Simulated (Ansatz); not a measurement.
# SiH₃F + H₂O + H₂O: a complex and its separated parts, part 1 of 3

Aim: how far the complex at one end of a reaction step lies below its separated, relaxed parts, level by level.

Computed with Ansatz 0.2.0, Gaussian basis. Level: PBE0-D4/def2-TZVP structures, single points in def2-TZVPP, no counterpoise correction.

Levels: SPW92, PBE-D4, BLYP-D4, r2SCAN-D4, B97M-V, PBE0-D4, B3LYP-D4, r2SCAN0-D4, BHLYP-D4, CAM-B3LYP-D4, wB97X-V, wB97M-V, B2PLYP, PBE-QIDH, RPA on PBE, Hartree-Fock, MP2, CCSD, CCSD(T).

Cores are frozen in the correlated methods. B3LYP uses VWN-RPA correlation. B2PLYP carries no dispersion term here.

113 further runs of the same task are left out: 113 set aside as unsound or not needed.

## (1) The system as given

The complex: 11 atoms, charge 0, spin multiplicity 1.

Atoms are counted from 1 here; the program's logs count them from 0.

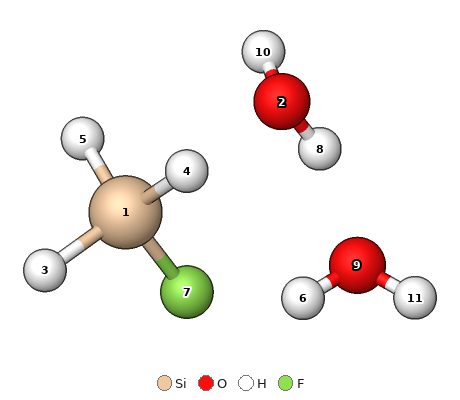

Start geometry, drawn with silicon light orange, oxygen red, hydrogen white, fluorine green; atoms are numbered from 1 in the order of the file.

Coordinates:

```
atom     x (Å)     y (Å)     z (Å)
 Si1  -1.39004  -0.51393  -1.02054
  O2  -0.29976   0.28317   1.50501
  H3  -1.94784  -0.93806  -2.33255
  H4  -1.55990  -1.60486  -0.04319
  H5  -2.02950   0.75762  -0.62604
  H6   1.82368   0.28683  -0.38572
  F7   0.18157  -0.27742  -1.32854
  H8   0.64855   0.42483   1.33633
  O9   2.25514   0.56000   0.43340
 H10  -0.62404   1.11138   1.86386
 H11   2.94214  -0.08946   0.59808
```

Its parts: SiH₃F holds atoms 1, 3, 4, 5, 7; H₂O holds atoms 2, 8, 10; H₂O holds atoms 6, 9, 11. Each part counts its atoms afresh in its own runs.

## (2) Relaxing SiH₃F alone

The input, relax-a/in.yaml:

```yaml
crystal:
  periodic: [false, false, false]
  atoms:
    - {symbol: Si, position_ang: [-1.390037, -0.513934, -1.020537]}
    - {symbol: H, position_ang: [-1.947841, -0.938060, -2.332549]}
    - {symbol: H, position_ang: [-1.559899, -1.604857, -0.043192]}
    - {symbol: H, position_ang: [-2.029499, 0.757624, -0.626037]}
    - {symbol: F, position_ang: [0.181566, -0.277425, -1.328544]}
basis:
  gaussian: {orbitals: def2-TZVP}
hamiltonian: {xc: pbe0, dispersion: d4}
relax: {f_tol: 0.005, max_steps: 200}
```

The run is started by

```console
$ ansatz run in.yaml --threads 4 --pin off --events-out ev --progress --plain --max-ram 9574MiB
```

The program printed, cut to the lines that bear on the results:

```text
Functional definition: PBE0
  name "PBE0"
  cite "Adamo & Barone, J. Chem. Phys. 110, 6158 (1999) doi:10.1063/1.478522"
  cite "Perdew, Burke & Ernzerhof, Phys. Rev. Lett. 77, 3865 (1996) doi:10.1103/PhysRevLett.77.3865"
  parent pbe
[...]
556 factors; their error is unknown
[...]
mean field -10640.11265825 eV, -391.0169280633 hartree, gradient 4.8e-5 eV, S^2 0.000000; 0 other end points of the search recorded, 0 dependent functions left out
[...]
reference -10640.11268263 eV, -391.0169289594 hartree; 13, 13 occupied and 73, 73 virtual orbitals, 556 factors
[...]
reference -10640.14970338 eV, -391.0182894466 hartree; 13, 13 occupied and 73, 73 virtual orbitals, 556 factors
Total energy: -10640.18814982 eV, -391.0197023272 hartree
Atom 0 at    -1.388606    -0.521746    -1.064569 Å, force     0.000068    -0.000040    -0.000009 eV/Å
Atom 1 at    -1.978048    -0.953444    -2.353689 Å, force    -0.000158    -0.000007     0.000114 eV/Å
Atom 2 at    -1.547793    -1.579112    -0.038752 Å, force    -0.000032     0.000122    -0.000150 eV/Å
Atom 3 at    -2.006514     0.745048    -0.607317 Å, force     0.000046    -0.000143    -0.000067 eV/Å
Atom 4 at     0.175251    -0.267397    -1.286532 Å, force     0.000076     0.000068     0.000112 eV/Å
Dipole moment:    -0.258316    -0.042008     0.036669 e Å
```

It took 2.3 s on 4 threads of Arm Neoverse V2, shared host.

The steps of the relaxation:

```
step  energy from step 1 (eV)  largest force component (eV/Å)
   1                   0.0000                          0.9807
   2                  -0.0300                          0.4656
   3                  -0.0355                          0.3003
   4                  -0.0371                          0.0081
   5                  -0.0371                          0.0002
```

Distances of close pairs at the start and the end, largest changes first:

```
  bond  before (Å)  after (Å)  change (Å)
Si1–F5       1.619      1.600      -0.019
Si1–H3       1.475      1.482      +0.007
Si1–H2       1.487      1.482      -0.006
Si1–H4       1.477      1.482      +0.005
```

## (3) Relaxing H₂O alone

The input, relax-b/in.yaml:

```yaml
crystal:
  periodic: [false, false, false]
  atoms:
    - {symbol: O, position_ang: [-0.299758, 0.283167, 1.505013]}
    - {symbol: H, position_ang: [0.648551, 0.424830, 1.336332]}
    - {symbol: H, position_ang: [-0.624040, 1.111376, 1.863858]}
basis:
  gaussian: {orbitals: def2-TZVP}
hamiltonian: {xc: pbe0, dispersion: d4}
relax: {f_tol: 0.005, max_steps: 200}
```

The run is started by

```console
$ ansatz run in.yaml --threads 4 --pin off --events-out ev --progress --plain --max-ram 9574MiB
```

The program printed, cut to the lines that bear on the results:

```text
[... 5 set-up lines as earlier in the session ...]
[...]
239 factors; their error is unknown
[...]
mean field -2078.32763554 eV, -76.3771318652 hartree, gradient 2.7e-5 eV, S^2 0.000000; 0 other end points of the search recorded, 0 dependent functions left out
[...]
reference -2078.33309047 eV, -76.3773323300 hartree; 5, 5 occupied and 38, 38 virtual orbitals, 239 factors
Total energy: -2078.33734647 eV, -76.3774887351 hartree
Atom 0 at    -0.295410     0.281175     1.503332 Å, force     0.002656     0.002072     0.000103 eV/Å
Atom 1 at     0.638713     0.427812     1.339611 Å, force    -0.002385    -0.000989     0.000207 eV/Å
Atom 2 at    -0.618550     1.110386     1.862259 Å, force    -0.000270    -0.001083    -0.000310 eV/Å
Dipole moment:     0.225268     0.359800     0.071975 e Å
```

Run time: 0.5 s. Hardware: 4 threads of Arm Neoverse V2, shared host.

Step by step:

```
step  energy from step 1 (eV)  largest force component (eV/Å)
   1                   0.0000                          0.7111
   2                  -0.0052                          0.1575
   3                  -0.0054                          0.0027
```

Close pairs (by a distance rule), those that changed most:

```
 bond  before (Å)  after (Å)  change (Å)
O1–H2       0.974      0.960      -0.014
O1–H3       0.959      0.960      +0.001
```

## (4) Relaxing H₂O alone

The input, relax-c/in.yaml:

```yaml
crystal:
  periodic: [false, false, false]
  atoms:
    - {symbol: H, position_ang: [1.823681, 0.286833, -0.385724]}
    - {symbol: O, position_ang: [2.255138, 0.560001, 0.433401]}
    - {symbol: H, position_ang: [2.942137, -0.089455, 0.598080]}
basis:
  gaussian: {orbitals: def2-TZVP}
hamiltonian: {xc: pbe0, dispersion: d4}
relax: {f_tol: 0.005, max_steps: 200}
```

The run is started by

```console
$ ansatz run in.yaml --threads 4 --pin off --events-out ev --progress --plain --max-ram 9574MiB
```

The program printed, cut to the lines that bear on the results:

```text
[... 5 set-up lines as earlier in the session ...]
[...]
239 factors; their error is unknown
[...]
mean field -2078.33161593 eV, -76.3772781416 hartree, gradient 1.5e-5 eV, S^2 0.000000; 0 other end points of the search recorded, 0 dependent functions left out
[...]
reference -2078.33309081 eV, -76.3773323424 hartree; 5, 5 occupied and 38, 38 virtual orbitals, 239 factors
Total energy: -2078.33734663 eV, -76.3774887410 hartree
Atom 0 at     1.829350     0.284512    -0.381172 Å, force    -0.000125    -0.000045    -0.000202 eV/Å
Atom 1 at     2.253104     0.562596     0.433620 Å, force     0.000210    -0.000059     0.000197 eV/Å
Atom 2 at     2.938502    -0.089728     0.593310 Å, force    -0.000084     0.000104     0.000005 eV/Å
Dipole moment:     0.096474    -0.343067    -0.241555 e Å
```

It took 0.6 s on 4 threads of Arm Neoverse V2, shared host.

The steps of the relaxation:

```
step  energy from step 1 (eV)  largest force component (eV/Å)
   1                   0.0000                          0.2675
   2                  -0.0013                          0.0500
   3                  -0.0014                          0.0197
   4                  -0.0015                          0.0002
```

Close pairs (by a distance rule), those that changed most:

```
 bond  before (Å)  after (Å)  change (Å)
H1–O2       0.965      0.960      -0.006
O2–H3       0.960      0.960      -0.000
```

## (5) SPW92/def2-TZVPP

The input, parta/in.yaml:

```yaml
crystal:
  periodic: [false, false, false]
  atoms:
    - {symbol: Si, position_ang: [-1.388606, -0.521746, -1.064569]}
    - {symbol: H, position_ang: [-1.978048, -0.953444, -2.353689]}
    - {symbol: H, position_ang: [-1.547793, -1.579112, -0.038752]}
    - {symbol: H, position_ang: [-2.006514, 0.745048, -0.607317]}
    - {symbol: F, position_ang: [0.175251, -0.267397, -1.286532]}
basis:
  gaussian: {orbitals: def2-TZVPP}
hamiltonian: {xc: lda}
```

The input, partb/in.yaml:

```yaml
crystal:
  periodic: [false, false, false]
  atoms:
    - {symbol: O, position_ang: [-0.295410, 0.281175, 1.503332]}
    - {symbol: H, position_ang: [0.638713, 0.427812, 1.339611]}
    - {symbol: H, position_ang: [-0.618550, 1.110386, 1.862259]}
basis:
  gaussian: {orbitals: def2-TZVPP}
hamiltonian: {xc: lda}
```

The input, partc/in.yaml:

```yaml
crystal:
  periodic: [false, false, false]
  atoms:
    - {symbol: H, position_ang: [1.829350, 0.284512, -0.381172]}
    - {symbol: O, position_ang: [2.253104, 0.562596, 0.433620]}
    - {symbol: H, position_ang: [2.938502, -0.089728, 0.593310]}
basis:
  gaussian: {orbitals: def2-TZVPP}
hamiltonian: {xc: lda}
```

One command serves all of them, each in its own folder.

The run is started by

```console
$ ansatz run in.yaml --threads 4 --pin off --events-out ev --progress --plain --max-ram 9574MiB
```

parta printed, cut to the lines that bear on the results:

```text
Functional definition: SPW92
  name "SPW92"
  cite "Dirac, Proc. Camb. Phil. Soc. 26, 376 (1930) doi:10.1017/S0305004100016108"
  cite "Slater, Phys. Rev. 81, 385 (1951) doi:10.1103/PhysRev.81.385"
  cite "Perdew & Wang, Phys. Rev. B 45, 13244 (1992) doi:10.1103/PhysRevB.45.13244"
[...]
621 factors; their error is unknown
[...]
mean field -10596.33889400 eV, -389.4082718979 hartree, gradient 1.6e-5 eV, S^2 0.000000; 0 other end points of the search recorded, 0 dependent functions left out
reference -10596.33892368 eV, -389.4082729887 hartree; 13, 13 occupied and 102, 102 virtual orbitals, 621 factors
Total energy: -10596.33892368 eV, -389.4082729887 hartree
```

partb printed, cut to the lines that bear on the results:

```text
[... 5 set-up lines as earlier in the session ...]
[...]
269 factors; their error is unknown
[...]
mean field -2065.39698288 eV, -75.9019391445 hartree, gradient 5.3e-5 eV, S^2 0.000000; 0 other end points of the search recorded, 0 dependent functions left out
reference -2065.39700171 eV, -75.9019398366 hartree; 5, 5 occupied and 54, 54 virtual orbitals, 269 factors
Total energy: -2065.39700171 eV, -75.9019398366 hartree
```

Log of partc, cut to the lines that bear on the results:

```text
[... 5 set-up lines as earlier in the session ...]
[...]
269 factors; their error is unknown
[...]
mean field -2065.39694311 eV, -75.9019376831 hartree, gradient 5.3e-5 eV, S^2 0.000000; 0 other end points of the search recorded, 0 dependent functions left out
reference -2065.39696195 eV, -75.9019383752 hartree; 5, 5 occupied and 54, 54 virtual orbitals, 269 factors
Total energy: -2065.39696195 eV, -75.9019383752 hartree
```

Wall times: 0.25 s (parta), 0.15 s (partb), 0.15 s (partc) on 4 threads of Arm Neoverse V2, shared host.

## (6) PBE-D4/def2-TZVPP

The same edit goes into each in.yaml of step 5 (parta, partb, partc):

```diff
-hamiltonian: {xc: lda}
+hamiltonian: {xc: pbe, dispersion: d4}
```

One command serves all of them, each in its own folder.

The run is started by

```console
$ ansatz run in.yaml --threads 4 --pin off --events-out ev --progress --plain --max-ram 9574MiB
```

Output in parta, cut to the lines that bear on the results:

```text
Functional definition: PBE
  name "PBE"
[... 2 set-up lines as earlier in the session ...]
[...]
621 factors; their error is unknown
[...]
mean field -10639.26721348 eV, -390.9858585410 hartree, gradient 2.0e-5 eV, S^2 0.000000; 0 other end points of the search recorded, 0 dependent functions left out
reference -10639.26724502 eV, -390.9858597001 hartree; 13, 13 occupied and 102, 102 virtual orbitals, 621 factors
Total energy: -10639.31418810 eV, -390.9875848266 hartree
```

Output in partb, cut to the lines that bear on the results:

```text
[... 4 set-up lines as earlier in the session ...]
[...]
269 factors; their error is unknown
[...]
mean field -2078.40761303 eV, -76.3800709834 hartree, gradient 4.5e-5 eV, S^2 0.000000; 0 other end points of the search recorded, 0 dependent functions left out
reference -2078.40763350 eV, -76.3800717358 hartree; 5, 5 occupied and 54, 54 virtual orbitals, 269 factors
Total energy: -2078.41295077 eV, -76.3802671420 hartree
```

partc printed, cut to the lines that bear on the results:

```text
[... 4 set-up lines as earlier in the session ...]
[...]
269 factors; their error is unknown
[...]
mean field -2078.40756935 eV, -76.3800693782 hartree, gradient 4.7e-5 eV, S^2 0.000000; 0 other end points of the search recorded, 0 dependent functions left out
reference -2078.40758982 eV, -76.3800701306 hartree; 5, 5 occupied and 54, 54 virtual orbitals, 269 factors
Total energy: -2078.41290687 eV, -76.3802655287 hartree
```

Times: 0.35 s (parta), 0.15 s (partb), 0.15 s (partc) on 4 threads of Arm Neoverse V2, shared host.

## (7) BLYP-D4/def2-TZVPP

Each input of step 6 (parta, partb, partc) changes in the same lines:

```diff
-hamiltonian: {xc: pbe, dispersion: d4}
+hamiltonian: {xc: {name: BLYP}, dispersion: d4}
```

Each run has its own folder and the same command.

The run is started by

```console
$ ansatz run in.yaml --threads 4 --pin off --events-out ev --progress --plain --max-ram 9574MiB
```

Log of parta, cut to the lines that bear on the results:

```text
Functional definition: BLYP
  name "BLYP"
  cite "Becke, Phys. Rev. A 38, 3098 (1988) doi:10.1103/PhysRevA.38.3098"
  cite "Lee, Yang & Parr, Phys. Rev. B 37, 785 (1988) doi:10.1103/PhysRevB.37.785"
[...]
621 factors; their error is unknown
[...]
mean field -10645.84667271 eV, -391.2276492080 hartree, gradient 7.7e-5 eV, S^2 0.000000; 0 other end points of the search recorded, 0 dependent functions left out
reference -10645.84693766 eV, -391.2276589446 hartree; 13, 13 occupied and 102, 102 virtual orbitals, 621 factors
Total energy: -10645.95549676 eV, -391.2316484182 hartree
```

Log of partb, cut to the lines that bear on the results:

```text
[... 4 set-up lines as earlier in the session ...]
[...]
269 factors; their error is unknown
[...]
mean field -2080.27683023 eV, -76.4487634488 hartree, gradient 8.7e-5 eV, S^2 0.000000; 0 other end points of the search recorded, 0 dependent functions left out
reference -2080.27701978 eV, -76.4487704146 hartree; 5, 5 occupied and 54, 54 virtual orbitals, 269 factors
Total energy: -2080.28986272 eV, -76.4492423840 hartree
```

Output in partc, cut to the lines that bear on the results:

```text
[... 4 set-up lines as earlier in the session ...]
[...]
269 factors; their error is unknown
[...]
mean field -2080.27678406 eV, -76.4487617520 hartree, gradient 9.0e-5 eV, S^2 0.000000; 0 other end points of the search recorded, 0 dependent functions left out
reference -2080.27697361 eV, -76.4487687178 hartree; 5, 5 occupied and 54, 54 virtual orbitals, 269 factors
Total energy: -2080.28981602 eV, -76.4492406678 hartree
```

They took 0.35 s (parta), 0.15 s (partb), 0.15 s (partc) on 4 threads of Arm Neoverse V2, shared host.

## (8) r2SCAN-D4/def2-TZVPP

The same edit goes into each in.yaml of step 7 (parta, partb, partc):

```diff
-hamiltonian: {xc: {name: BLYP}, dispersion: d4}
+hamiltonian: {xc: r2scan, dispersion: d4}
```

The same command starts each run, in its folder.

The run is started by

```console
$ ansatz run in.yaml --threads 4 --pin off --events-out ev --progress --plain --max-ram 9574MiB
```

Output in parta, cut to the lines that bear on the results:

```text
Functional definition: r2SCAN
  name "r2SCAN"
  cite "Furness, Kaplan, Ning, Perdew & Sun, J. Phys. Chem. Lett. 11, 8208 (2020) doi:10.1021/acs.jpclett.0c02405"
  cite "Furness, Kaplan, Ning, Perdew & Sun, J. Phys. Chem. Lett. 11, 9248 (2020) doi:10.1021/acs.jpclett.0c03077"
  parent r2scan
[...]
621 factors; their error is unknown
[...]
mean field -10644.31846950 eV, -391.1714887760 hartree, gradient 8.6e-6 eV, S^2 0.000000; 0 other end points of the search recorded, 0 dependent functions left out
reference -10644.31847919 eV, -391.1714891321 hartree; 13, 13 occupied and 102, 102 virtual orbitals, 621 factors
Total energy: -10644.32899792 eV, -391.1718756882 hartree
```

Output in partb, cut to the lines that bear on the results:

```text
[... 5 set-up lines as earlier in the session ...]
[...]
269 factors; their error is unknown
[...]
mean field -2079.58115868 eV, -76.4231979909 hartree, gradient 8.5e-5 eV, S^2 0.000000; 0 other end points of the search recorded, 0 dependent functions left out
reference -2079.58116389 eV, -76.4231981821 hartree; 5, 5 occupied and 54, 54 virtual orbitals, 269 factors
Total energy: -2079.58243647 eV, -76.4232449486 hartree
```

partc printed, cut to the lines that bear on the results:

```text
[... 5 set-up lines as earlier in the session ...]
[...]
269 factors; their error is unknown
[...]
mean field -2079.58114749 eV, -76.4231975794 hartree, gradient 8.5e-5 eV, S^2 0.000000; 0 other end points of the search recorded, 0 dependent functions left out
reference -2079.58115269 eV, -76.4231977706 hartree; 5, 5 occupied and 54, 54 virtual orbitals, 269 factors
Total energy: -2079.58242522 eV, -76.4232445351 hartree
```

They took 0.9 s (parta), 0.4 s (partb), 0.4 s (partc) on 4 threads of Arm Neoverse V2, shared host.

## (9) B97M-V/def2-TZVPP

Each input of step 8 (parta, partb, partc) changes in the same lines:

```diff
-hamiltonian: {xc: r2scan, dispersion: d4}
+hamiltonian: {xc: {name: B97M-V}}
```

The same command starts each run, in its folder.

The run is started by

```console
$ ansatz run in.yaml --threads 4 --pin off --events-out ev --progress --plain --max-ram 9574MiB
```

parta printed, cut to the lines that bear on the results:

```text
Functional definition: B97M-V
  name "B97M-V"
  cite "Mardirossian & Head-Gordon, J. Chem. Phys. 142, 074111 (2015) doi:10.1063/1.4907719"
  cite "Becke, J. Chem. Phys. 107, 8554 (1997) doi:10.1063/1.475007"
  cite "Vydrov & Van Voorhis, J. Chem. Phys. 133, 244103 (2010) doi:10.1063/1.3521275"
  # Of w^i u^j: cxij and so on, Table III.
[...]
  gx(w, u) = cx00 + cx01*u + cx02*u^2 + (cx10 + cx11*u)*w
[...]
  gos(w, u) = cos00 + cos01*u + cos03*u^3 + cos10*w + cos32*w^3*u^2
[...]
      + integral(e_c_pw_mod_opposite_spin*gos(b97_w_opposite, b97_u_opposite)) + vv10(b, c)
621 factors; their error is unknown
[...]
mean field -10643.19347949 eV, -391.1301461555 hartree, gradient 3.7e-5 eV, S^2 0.000000; 0 other end points of the search recorded, 0 dependent functions left out
reference -10643.19352820 eV, -391.1301479458 hartree; 13, 13 occupied and 102, 102 virtual orbitals, 621 factors
Total energy: -10643.19352820 eV, -391.1301479458 hartree
```

Output in partb, cut to the lines that bear on the results:

```text
[... 5 set-up lines as earlier in the session ...]
  # Of w^i u^j: cxij and so on, Table III.
[...]
  gx(w, u) = cx00 + cx01*u + cx02*u^2 + (cx10 + cx11*u)*w
[...]
  gos(w, u) = cos00 + cos01*u + cos03*u^3 + cos10*w + cos32*w^3*u^2
[...]
      + integral(e_c_pw_mod_opposite_spin*gos(b97_w_opposite, b97_u_opposite)) + vv10(b, c)
269 factors; their error is unknown
[...]
mean field -2079.93551256 eV, -76.4362202556 hartree, gradient 2.9e-5 eV, S^2 0.000000; 0 other end points of the search recorded, 0 dependent functions left out
reference -2079.93553937 eV, -76.4362212411 hartree; 5, 5 occupied and 54, 54 virtual orbitals, 269 factors
Total energy: -2079.93553937 eV, -76.4362212411 hartree
```

Log of partc, cut to the lines that bear on the results:

```text
[... 5 set-up lines as earlier in the session ...]
  # Of w^i u^j: cxij and so on, Table III.
[...]
  gx(w, u) = cx00 + cx01*u + cx02*u^2 + (cx10 + cx11*u)*w
[...]
  gos(w, u) = cos00 + cos01*u + cos03*u^3 + cos10*w + cos32*w^3*u^2
[...]
      + integral(e_c_pw_mod_opposite_spin*gos(b97_w_opposite, b97_u_opposite)) + vv10(b, c)
269 factors; their error is unknown
[...]
mean field -2079.93551377 eV, -76.4362203002 hartree, gradient 2.9e-5 eV, S^2 0.000000; 0 other end points of the search recorded, 0 dependent functions left out
reference -2079.93554059 eV, -76.4362212857 hartree; 5, 5 occupied and 54, 54 virtual orbitals, 269 factors
Total energy: -2079.93554059 eV, -76.4362212857 hartree
```

Wall times: 1.5 s (parta), 0.4 s (partb), 0.4 s (partc) on 4 threads of Arm Neoverse V2, shared host.

## (10) PBE0-D4/def2-TZVPP

Each input of step 9 (parta, partb, partc) changes in the same lines:

```diff
-hamiltonian: {xc: {name: B97M-V}}
+hamiltonian: {xc: pbe0, dispersion: d4}
+output: {orbitals: {seedname: orbitals}}
```

The same command starts each run, in its folder.

The run is started by

```console
$ ansatz run in.yaml --threads 4 --pin off --events-out ev --progress --plain --max-ram 9574MiB
```

Output in parta, cut to the lines that bear on the results:

```text
[... 5 set-up lines as earlier in the session ...]
[...]
624 factors; their error is unknown
[...]
mean field -10640.16338894 eV, -391.0187923816 hartree, gradient 7.8e-5 eV, S^2 0.000000; 0 other end points of the search recorded, 0 dependent functions left out
reference -10640.16341273 eV, -391.0187932560 hartree; 13, 13 occupied and 102, 102 virtual orbitals, 624 factors
Total energy: -10640.20185917 eV, -391.0202061366 hartree
```

Log of partb, cut to the lines that bear on the results:

```text
[... 5 set-up lines as earlier in the session ...]
[...]
269 factors; their error is unknown
[...]
mean field -2078.42781790 eV, -76.3808134989 hartree, gradient 1.4e-5 eV, S^2 0.000000; 0 other end points of the search recorded, 0 dependent functions left out
reference -2078.42783241 eV, -76.3808140320 hartree; 5, 5 occupied and 54, 54 virtual orbitals, 269 factors
Total energy: -2078.43208840 eV, -76.3809704370 hartree
```

Log of partc, cut to the lines that bear on the results:

```text
[... 5 set-up lines as earlier in the session ...]
[...]
269 factors; their error is unknown
[...]
mean field -2078.42782090 eV, -76.3808136090 hartree, gradient 1.4e-5 eV, S^2 0.000000; 0 other end points of the search recorded, 0 dependent functions left out
reference -2078.42783540 eV, -76.3808141420 hartree; 5, 5 occupied and 54, 54 virtual orbitals, 269 factors
Total energy: -2078.43209122 eV, -76.3809705406 hartree
```

Wall times: 0.4 s (parta), 0.15 s (partb), 0.15 s (partc) on 4 threads of Arm Neoverse V2, shared host.

(Continued in part 2 of 3.)
